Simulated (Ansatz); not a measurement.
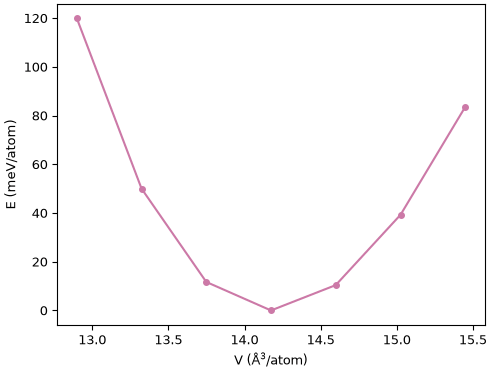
Figure. VPt2 in space group Immm (No. 71; V on 2a, Pt on 4i) under volume change, plane-wave PAW PBEsol (Ansatz code), shape and atoms relaxed at each volume.

Q: What does a third-order Birch–Murnaghan fit give for V₀, B₀ and B′?

A: V₀ = 14.17 Å³/atom, B₀ = 277 GPa, B′ = 5.0.

The first step of the workflow began from a Materials Project structure, measured or hypothetical; the Crystallography Open Database files this formula in space group No. 71, but the cells were not matched. Whether it is the stable phase at ambient conditions was not checked. The cell was relaxed with PBEsol under the symmetry of its start; of distortions, only those at the zone centre were tested. The run is not spin-polarised. Spin–orbit coupling is left out wherever it is not named.

Potentials: the later of the program's two PAW sets.
